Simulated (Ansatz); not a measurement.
Consider MoS2 in the 2H-MoS2 type structure (space group P6_3/mmc, No. 194; a = 3.173 Å, c = 12.437 Å; layered, stacked along the Cartesian z axis).

Modification: cell and atoms relaxed at a pressure of 15 GPa.

Computed with r2SCAN+rVV10, PAW, 500 eV (Ansatz, an electronic-structure program; spin-orbit coupling left out), earlier PAW set.

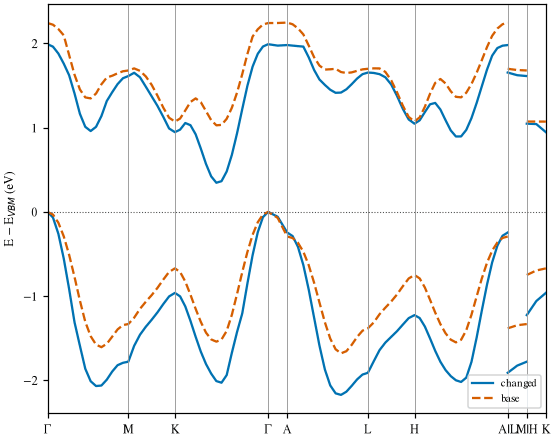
Figure: Highest valence and lowest conduction band along the path, each from its own valence-band maximum

Q: From the figure, how large is the changed gap, and is it direct?

A: About 0.3 eV, indirect, Γ → K–Γ (44 % along).

Load acts through the strain it causes; cell and atoms are relaxed under it. Stability against distortions was not tested. No other phases were tried under pressure.
